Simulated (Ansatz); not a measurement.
# doublet C2H5AlO+ at 6 levels

Aim: a comparison of 6 runs (UHF/3-21G, UB3LYP/6-31G*, UBHLYP/6-31G*, UCAM-B3LYP/6-31G*, UBCCD(T)/6-31G*, UCCSD(T)/6-31G*) of doublet C2H5AlO+. 

The results are computed with Ansatz 0.2.0.

82 further runs of the same task are left out: 82 set aside as unsound or not needed.

### 1 The molecule

The species is C2H5AlO+ (9 atoms), meant as a doublet with charge +1. As SMILES of the parent species, `[CH3][Al]1[CH2][O]1`. The coordinates come from a PBE0-D4/def2-TZVP relaxation. That shape belongs to the parent species and isn't relaxed for this state.

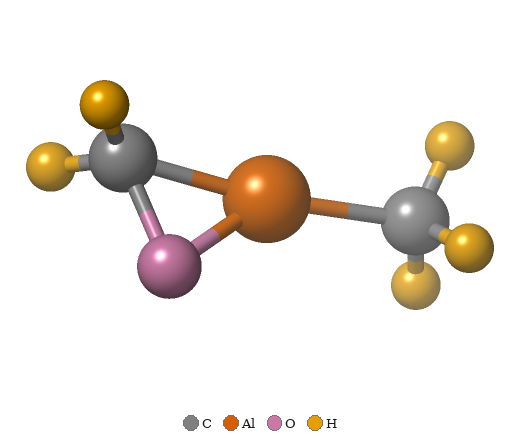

The structure, seen from a chosen angle (carbon grey, aluminium orange, oxygen pink, hydrogen amber).

### 2 A single-point energy at UHF/3-21G (run 1)

Input file molecule.yaml:

```yaml
crystal:
  periodic: [false, false, false]
  atoms:
    - {symbol: C, position_ang: [-0.670900, 1.320200, -1.081500]}
    - {symbol: Al, position_ang: [0.051300, -0.076700, 0.044200]}
    - {symbol: C, position_ang: [0.678700, -1.280200, 1.349300]}
    - {symbol: O, position_ang: [0.789300, -1.609500, -0.097900]}
    - {symbol: H, position_ang: [0.039700, 1.575000, -1.872100]}
    - {symbol: H, position_ang: [-0.900200, 2.226000, -0.517500]}
    - {symbol: H, position_ang: [-1.591200, 0.976800, -1.562100]}
    - {symbol: H, position_ang: [0.038500, -1.980500, 1.887700]}
    - {symbol: H, position_ang: [1.653200, -1.197400, 1.832800]}
basis:
  gaussian: {orbitals: 3-21G.json}
total_charge: 1
magnetization: {spin_polarized: true, initial_magnetization: 1}
hamiltonian: {xc: hf}
accuracy: high
output: {orbitals: {seedname: orbitals}}
```

The basis set 3-21G is read from a file made from the Basis Set Exchange's data (not shown).

Started as:

```sh
$ ansatz run molecule.yaml --threads 1 --pin off --max-ram 3480MiB --events-out events.jsonl --progress --plain --runs-dir runs
```

Log:

```text
Warning: RAYON_NUM_THREADS=1 ignored (pool sized by the plan → 1); use --threads N
Functional definition: HF
  name "HF"
  exchange = exact_x
  correlation = 0
1153 factors; integrals over basis functions are off by at most 7.8e-9 eV
mean field evaluation 1: about -10686.6079 eV, gradient 3.6e1 eV
mean field evaluation 2: about -10686.8235 eV, gradient 3.6e1 eV
mean field evaluation 4: about -10692.4371 eV, gradient 3.2e0 eV
mean field evaluation 8: about -10692.7185 eV, gradient 8.2e-1 eV
mean field evaluation 16: about -10692.7738 eV, gradient 1.6e-8 eV
mean field evaluation 32: about -10692.5909 eV, gradient 5.1e-1 eV
mean field evaluation 64: about -10686.0630 eV, gradient 2.5e1 eV
mean field evaluation 96: about -10692.4400 eV, gradient 8.5e-1 eV
mean field -10692.77384530 eV, -392.9521909924 hartree, gradient 2.8e-8 eV, S^2 0.773380; 3 other end points of the search recorded, 0 dependent functions left out
reference -10692.77384530 eV, -392.9521909924 hartree; 19, 18 occupied and 31, 32 virtual orbitals, 1153 factors
Total energy: -10692.77384530 eV, -392.9521909924 hartree
```

Run time: 1.8 s. Hardware: 1 thread of Arm Neoverse V2, shared host; peak memory 0.14 GiB.

### 3 A single-point energy at UB3LYP/6-31G(d) (spherical functions) (run 2)

Input file run.yaml:

```yaml
crystal:
  periodic: [false, false, false]
  atoms:
    - symbol: C
      position_ang: [-0.670900, 1.320200, -1.081500]
    - symbol: Al
      position_ang: [0.051300, -0.076700, 0.044200]
    - symbol: C
      position_ang: [0.678700, -1.280200, 1.349300]
    - symbol: O
      position_ang: [0.789300, -1.609500, -0.097900]
    - symbol: H
      position_ang: [0.039700, 1.575000, -1.872100]
    - symbol: H
      position_ang: [-0.900200, 2.226000, -0.517500]
    - symbol: H
      position_ang: [-1.591200, 0.976800, -1.562100]
    - symbol: H
      position_ang: [0.038500, -1.980500, 1.887700]
    - symbol: H
      position_ang: [1.653200, -1.197400, 1.832800]
basis:
  gaussian:
    orbitals: 6-31G_st_-spherical.json
magnetization:
  spin_polarized: true
  initial_magnetization: 1
accuracy: high
output: {orbitals: {seedname: orbitals}}
total_charge: 1
hamiltonian:
  xc: {name: B3LYP}
```

The basis set 6-31G* is read from a file made from the Basis Set Exchange's data (not shown).

Started as:

```sh
$ ansatz run run.yaml --threads 1 --pin off --max-ram 3480MiB --events-out events.jsonl --progress --plain --runs-dir runs
```

Log:

```text
Warning: RAYON_NUM_THREADS=1 ignored (pool sized by the plan → 1); use --threads N
Functional definition: B3LYP
  name "B3LYP"
  parameter a0 = 0.2
  parameter ax = 0.72
  parameter ac = 0.81
  exchange = (1 - a0 - ax)*slater_x + ax*b88_x + a0*exact_x
  correlation = (1 - ac)*vwn_rpa_c + ac*lyp_c
1640 factors; integrals over basis functions are off by at most 8.4e-9 eV
mean field evaluation 1: about -10773.4601 eV, gradient 6.2e1 eV
mean field evaluation 2: about -10707.2685 eV, gradient 1.2e2 eV
mean field evaluation 4: about -10789.8555 eV, gradient 9.6e0 eV
mean field evaluation 8: about -10790.3341 eV, gradient 7.3e-1 eV
mean field evaluation 16: about -10790.5043 eV, gradient 8.8e-4 eV
mean field evaluation 32: about -10790.5043 eV, gradient 1.2e-7 eV
mean field -10790.50425514 eV, -396.5437173100 hartree, gradient 2.8e-8 eV, S^2 0.753927; 2 other end points of the search recorded, 0 dependent functions left out
reference -10790.50429425 eV, -396.5437187473 hartree; 19, 18 occupied and 51, 52 virtual orbitals, 1640 factors
Total energy: -10790.50429425 eV, -396.5437187473 hartree
```

It took 13 s on 1 thread of Arm Neoverse V2, shared host; peak memory 0.31 GiB.

Runs 3 to 5 aren't shown in full; the table further down has their settings and results.

### 4 A single-point energy at UCCSD(T)/6-31G(d) (spherical functions) (run 6)

Input file job.yaml:

```yaml
crystal:
  periodic: [false, false, false]
  atoms:
    - symbol: C
      position_ang: [-0.670900, 1.320200, -1.081500]
    - symbol: Al
      position_ang: [0.051300, -0.076700, 0.044200]
    - symbol: C
      position_ang: [0.678700, -1.280200, 1.349300]
    - symbol: O
      position_ang: [0.789300, -1.609500, -0.097900]
    - symbol: H
      position_ang: [0.039700, 1.575000, -1.872100]
    - symbol: H
      position_ang: [-0.900200, 2.226000, -0.517500]
    - symbol: H
      position_ang: [-1.591200, 0.976800, -1.562100]
    - symbol: H
      position_ang: [0.038500, -1.980500, 1.887700]
    - symbol: H
      position_ang: [1.653200, -1.197400, 1.832800]
basis:
  gaussian:
    orbitals: 6-31G_st_-spherical.json
total_charge: 1
magnetization:
  spin_polarized: true
  initial_magnetization: 1
correlation:
  method: ccsd_t
  frozen_orbitals: {Al: 5, C: 1, H: 0, O: 1}
accuracy: high
scf:
  omitted_lower_state_checks: [cluster_reference, increment]
```

The basis set 6-31G* is read from a file made from the Basis Set Exchange's data (not shown).

Started as:

```sh
$ ansatz run job.yaml --threads 1 --pin off --max-ram 3480MiB --events-out events.jsonl --progress --plain --runs-dir runs
```

Log:

```text
Warning: RAYON_NUM_THREADS=1 ignored (pool sized by the plan → 1); use --threads N
[... 13 lines left out ...]
8 core orbitals not correlated: weight in the atoms' cores, before any rotation towards them, 1.000 or more for the frozen orbitals, at most 0.000 for the correlated occupied ones
[... 32 lines left out ...]
Total energy: -10765.28699292 eV, -395.6170000161 hartree
Checks for a lower state left out: cluster_reference, increment
```

It took 32 s on 1 thread of Arm Neoverse V2, shared host; peak memory 0.53 GiB.

### 5 The series

| run | level | frozen core orbitals | energy (Eh) | HOMO energy (eV) | LUMO energy (eV) | ⟨S²⟩ | wall time |
| --- | --- | --- | --- | --- | --- | --- | --- |
| 1 | UHF/3-21G | – | -392.952191 | -17.57 | -5.92 | 0.773 | 1.8 s |
| 2 | UB3LYP/6-31G* (spherical functions) | – | -396.543719 | -14.21 | -10.91 | 0.754 | 13 s |
| 3 | UBHLYP/6-31G* (spherical functions) | – | -396.432704 | -15.74 | -9.43 | 0.759 | 14 s |
| 4 | UCAM-B3LYP/6-31G* (spherical functions) | – | -396.446745 | -15.85 | -9.45 | 0.755 | 16 s |
| 5 | UBCCD(T)/6-31G* (spherical functions) | 8 | -395.617217 | – | – | 0.774 | 43 s |
| 6 | UCCSD(T)/6-31G* (spherical functions) | 8 | -395.617000 | – | – | 0.774 | 32 s |

### 6 Outcome

| quantity | value |
| --- | --- |
| run 6: total energy | -395.61700 Eh |
| run 6: correlation energy (8 core orbitals frozen) | -518.2 mEh |
| run 6: (T) correction | -15.20 mEh |
| run 6: ⟨S²⟩ of the reference determinant | 0.774 |
| run 6: T1 diagnostic | 0.022 |

**Reading.** Totals of different functionals can't be ranked against each other. All runs together took 2 min, the longest 43 s.
